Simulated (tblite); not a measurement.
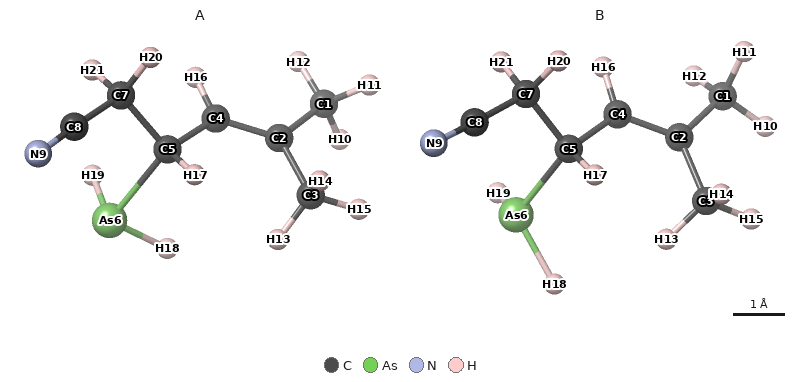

Two geometries of C7H12AsN, drawn at one scale. One is the start of a relaxation, the other its converged end. A ball-and-stick model, seen at a tilt.

Theory: GFN2-xTB geometry optimisation, gas phase (tblite). 

### Which one is relaxed?

Structure A is the relaxed one. The energy falls by 130.5 kJ/mol in 103 geometry steps. H18 moves most after the best rigid fit: 1.03 Å. Largest moves by element: H 1.03 Å, C 0.24 Å, N 0.22 Å, As 0.22 Å. Some distances before and after: As6–H18 1.568 → 1.504 Å, C5–As6 1.959 → 2.023 Å, C7–C8 1.479 → 1.439 Å, C1–H11 1.128 → 1.090 Å. Bond angles that change, for instance: H18–As6–H19 112.9° → 88.6°, C5–As6–H19 114.8° → 93.1°, C5–As6–H18 108.1° → 93.5°. Groups turn about C1–C2 by about 45°.
